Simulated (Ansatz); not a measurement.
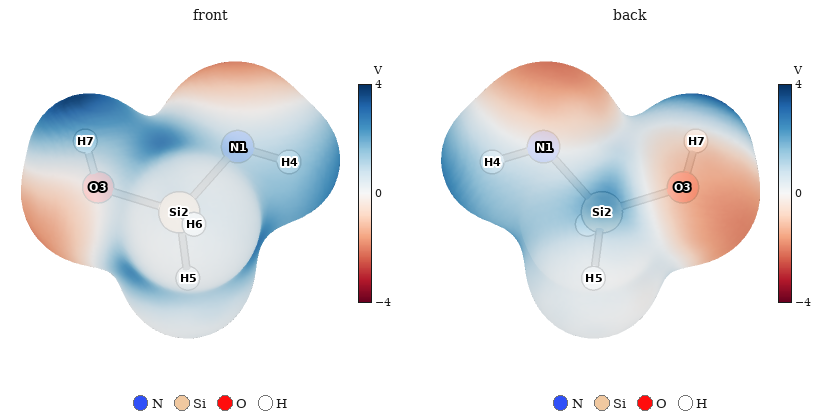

Figure 1: H4NOSi (doublet). The electrostatic potential painted on the density surface at 0.004 e/bohr³, seen from the front and from behind; the colour scale runs from red (negative) to blue (positive).

Geometry: PBE0-D4/def2-TZVP.

All numbers below come from isolated molecule in a Gaussian basis; Hartree-Fock in Ansatz 0.2.0.

Input file:

```
crystal:
  periodic: [false, false, false]
  atoms:
    - symbol: "N"
      position_ang: [-1.219700, -0.362600, 0.666700]
    - symbol: Si
      position_ang: [0.116600, 0.212100, -0.290000]
    - symbol: O
      position_ang: [1.398500, -0.795100, -0.146900]
    - symbol: H
      position_ang: [-2.101000, 0.125500, 0.496300]
    - symbol: H
      position_ang: [-0.184300, 0.263000, -1.742100]
    - symbol: H
      position_ang: [0.414600, 1.577200, 0.236200]
    - symbol: H
      position_ang: [1.636600, -1.088000, 0.734200]
basis:
  gaussian:
    orbitals: def2-SVP
hamiltonian:
  xc: hf
accuracy: high
output:
  forces: true
  orbitals: {seedname: orbitals}
magnetization:
  spin_polarized: true
  initial_magnetization: 1
```

Command:

```sh
ansatz run input.yaml --threads 1 --pin off --max-ram 2610MiB --events-out events.jsonl --progress --plain --runs-dir runs
```

### Where is the surface potential most negative and most positive?

The most negative region (about −2.0 V) lies over N1, the most positive (about +3.6 V) over H7. N1 is the likeliest acceptor of a hydrogen bond.
